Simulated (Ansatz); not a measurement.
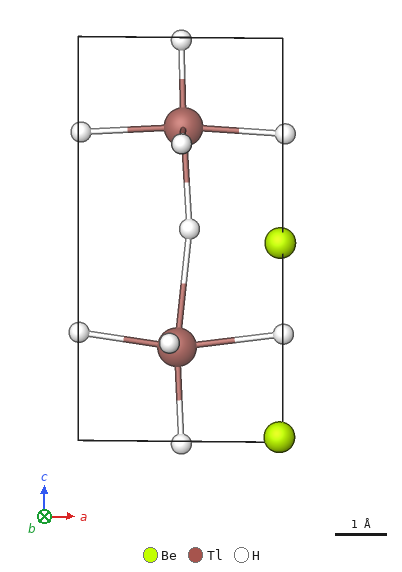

Crystalline BeTlH₃ (built on the KZnF3-221 type type), before the relaxation. The picture is a ball-and-stick view of the cell of the calculation, reduced to other axes, seen along the b axis. Lengths and directions refer to the drawn axes.

Case: shaken.

Level of theory: DFT, PBEsol, plane waves, PAW in Ansatz.

The input:
```yaml
crystal:
  lattice:
    - [4.1289494025, 0.0149754699, 0.0043814193]
    - [0.0299509398, 7.9221770343, -0.0367595136]
    - [0.0043814193, -0.0183797568, 4.0081017257]
  atoms:
    - { symbol: Be, position: [0.0137143975, -0.0125930116, 0.01611025] }
    - { symbol: Tl, position: [0.5104118358, 0.2216228801, 0.4853926747] }
    - { symbol: H, position: [-0.0372100995, 0.2635705475, 0.4945296003] }
    - { symbol: H, position: [0.5020534122, 0.0065683237, 0.4958561225] }
    - { symbol: H, position: [0.497052073, 0.2362851254, -0.0130034264] }
    - { symbol: Be, position: [0.0525064003, 0.506715383, 0.011521286] }
    - { symbol: Tl, position: [0.5005640371, 0.7668809079, 0.5169787566] }
    - { symbol: H, position: [0.0539357949, 0.7574172941, 0.553970963] }
    - { symbol: H, position: [0.4929900296, 0.4741330417, 0.456061444] }
    - { symbol: H, position: [0.4791434663, 0.7322992981, -0.0036270163] }
kpoints:
  mp_grid: { grid: [4, 2, 4] }
hamiltonian:
  xc: pbesol
scf:
  occupations: { method: fermi_dirac, width: 0.05 }
relax:
  f_tol: 0.01
  cell: {}
  max_steps: 120
```

Command:
```bash
ansatz run input.yaml --threads 2 --pin off --max-ram 2211MiB --backend cpu --events-out ev --progress --plain --runs-dir out
```

**Where does the relaxation end?**

After 64 accepted moves (72 points after the start) the energy has fallen by 8.972 eV per cell of the calculation. Largest force component: 2.3 eV/Å at the start, 0.0036 eV/Å at the end. The pressure goes from 0.26 to 0.00 GPa. The line search rejected the trial steps at points 25, 35, 49, 60, 70 of the run. At 3 points the geometry stayed and the basis and grid were re-selected for the new cell (energy shift of 71.2 meV per cell of the calculation at most each time). The largest move relative to the cell is that of H10, 2.61 Å roughly along −b. Largest moves by element: H 2.61 Å, Tl 2.35 Å, Be 2.28 Å. Cell: a 4.008 → 4.664 Å (+16.4 %), b 4.129 → 4.333 Å (+4.9 %), c 7.922 → 7.816 Å (−1.3 %), α 90.4° → 103.2°, β 90.5° → 78.0°, γ 90.1° → 117.4°. Volume +3.4 %. Some distances before and after: Tl7–H10 2.104 → 6.619 Å, Be1–H9 4.857 → 1.463 Å, Tl7–H9 2.330 → 5.435 Å, Tl7–H10 (another image) 1.945 → 4.642 Å. New bonds form, among them: Be1–H10 (2.78 → 1.48 Å), Be1–H8 (2.59 → 1.42 Å), Be1–H9 (4.86 → 1.46 Å), Be6–H10 (2.52 → 1.51 Å). Bonds break, among them: Tl2–H4 (1.71 → 2.86 Å), Tl2–H5 (2.00 → 3.56 Å), Tl7–H10 (1.95 → 4.64 Å), Tl7–H10 (2.10 → 6.62 Å). The space group stays P1 (No. 1). Cost: 3.1 min on 2 threads of Arm Neoverse V2 (shared host), peak memory 0.4 GiB.

The structure at the end:

```
CELL_PARAMETERS angstrom
4.17657 0.44107 1.06564
0.83820 7.72991 0.79681
1.03065 0.40279 4.53122
ATOMIC_POSITIONS crystal
Be 0.22087 0.69099 0.04313
Tl 0.42794 0.22383 0.43992
H 0.80078 0.39450 0.41619
H 0.80941 0.01512 0.78768
H 0.09809 0.36793 0.84276
Be 0.02328 0.46558 0.09787
Tl 0.99610 0.84429 0.51406
H 0.43466 0.78717 0.74897
H 0.35404 0.50254 0.08776
H 0.90000 0.66095 0.03545
```

The end point in the same view:

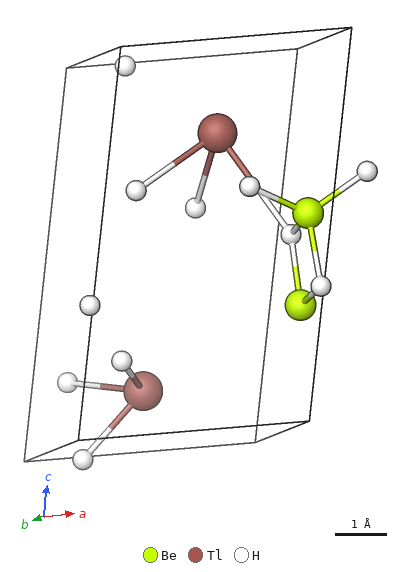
